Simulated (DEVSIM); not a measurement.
System: abrupt Si p-n junction, at 300 K.

```csv
layer (left to right),material,thickness (μm),Nd (cm⁻³),Na (cm⁻³),τn (s),τp (s)
1,Si,0.410,-,8.3e15,6.1e-5,6.1e-5
2,Si,1.30,5.6e14,-,6.1e-5,6.1e-5
```

Left contact: ohmic. Right contact: ohmic. Voltage is applied to the left contact. Recombination: SRH at mid-gap, radiative. Mobility is μmin + (μ − μmin)/(1 + (N/Nref)^α).

Constants are typed, rounded textbook-type inputs, not results; the design itself was drawn at random and stands for no fabricated device. Values at 300 K.

```tsv
parameter	Si
gap (eV)	1.124
affinity (eV)	4.05
permittivity	11.7
Nc (cm⁻³)	2.86e19
Nv (cm⁻³)	3.1e19
μn (cm²/Vs)	1417
μp (cm²/Vs)	470
μn,min	52
μp,min	45
Nref,n	9.7e16
Nref,p	2.2e17
αn	0.68
αp	0.72
B (cm³/s)	4.7e-15
```

DEVSIM, 1D drift-diffusion, Boltzmann statistics, complete ionisation; no tunnelling, impact ionisation, image-force lowering or self-heating.

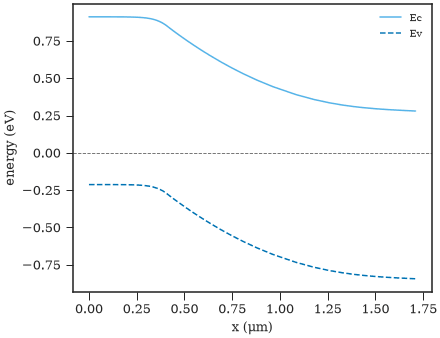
Fig. 1. Band edges at zero bias

Energies count from the Fermi level of the right contact; mesh points crowd at the junctions.

| x (μm) | Ec (eV) | Ev (eV) | n (cm⁻³) | p (cm⁻³) | field (V/cm) |
|---|---|---|---|---|---|
| 0.000 | 0.911 | -0.213 | 14000 | 8.3e15 | ≈ 0 |
| 0.01627 | 0.911 | -0.213 | 14000 | 8.3e15 | ≈ 0 |
| 0.03978 | 0.911 | -0.213 | 14000 | 8.3e15 | ≈ 0 |
| 0.07974 | 0.911 | -0.213 | 14000 | 8.3e15 | -14 |
| 0.1629 | 0.911 | -0.213 | 14000 | 8.2e15 | -85 |
| 0.2567 | 0.908 | -0.216 | 16000 | 7.4e15 | -660 |
| 0.3200 | 0.900 | -0.224 | 22000 | 5.3e15 | -2400 |
| 0.3736 | 0.878 | -0.246 | 51000 | 2.3e15 | -6200 |
| 0.3974 | 0.860 | -0.264 | 100000 | 1.1e15 | -8600 |
| 0.4110 | 0.847 | -0.277 | 170000 | 7.0e14 | -10000 |
| 0.4283 | 0.830 | -0.294 | 320000 | 3.6e14 | -9700 |
| 0.4662 | 0.795 | -0.329 | 1300000 | 9.1e13 | -9300 |
| 0.5202 | 0.746 | -0.378 | 8400000 | 1.4e13 | -8800 |
| 0.6016 | 0.678 | -0.446 | 1.2e8 | 9.8e11 | -8000 |
| 0.8073 | 0.530 | -0.594 | 3.5e10 | 3.3e9 | -6300 |
| 1.086 | 0.390 | -0.734 | 8.2e12 | 1.4e7 | -3900 |
| 1.330 | 0.320 | -0.804 | 1.2e14 | 960000 | -1900 |
| 1.492 | 0.296 | -0.828 | 3.0e14 | 390000 | -1000 |
| 1.605 | 0.287 | -0.837 | 4.3e14 | 270000 | -700 |
| 1.657 | 0.283 | -0.841 | 4.9e14 | 230000 | -620 |
| 1.686 | 0.282 | -0.842 | 5.3e14 | 220000 | -600 |
| 1.710 | 0.280 | -0.844 | 5.6e14 | 210000 | -600 |
